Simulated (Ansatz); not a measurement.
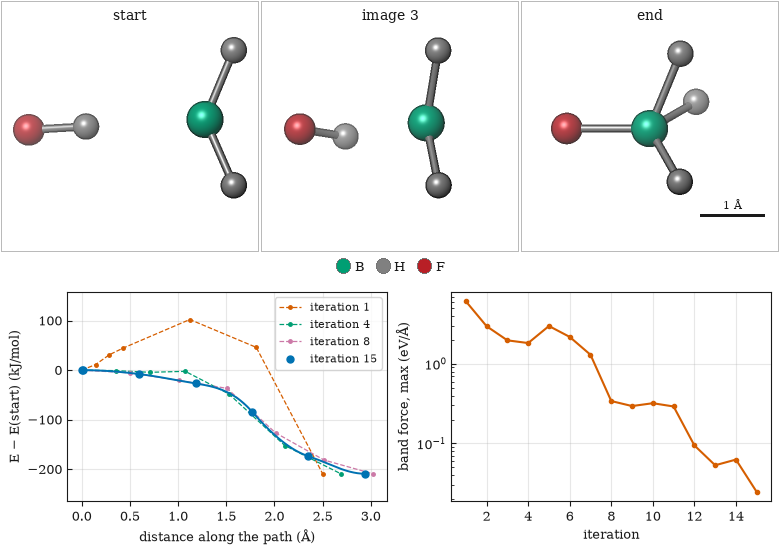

A search for the minimum-energy path of BH3F (multiplicity 2) by the nudged elastic band. Images are numbered from 0 (start) to 6 (end). The plot follows the band through its iterations. Style: ball-and-stick. Shown at a tilt.

The calculation used UKS r2SCAN-D4/6-31G* (Ansatz 0.2.0). Set-up: 5 movable images; climbing image; force threshold 0.03 eV/Å; iteration limit 60; starting path through a guess of the saddle point.

How did the profile develop, and is the result final?

Answer. The run is converged, with reservations. The band converged in 15 iterations. The largest component of the band force went from 6.1 to 0.025 eV/Å. The first iteration put the highest image at 102.2 kJ/mol. No barrier shows: the energy is highest at the start, and the end lies 209.1 kJ/mol below the start.
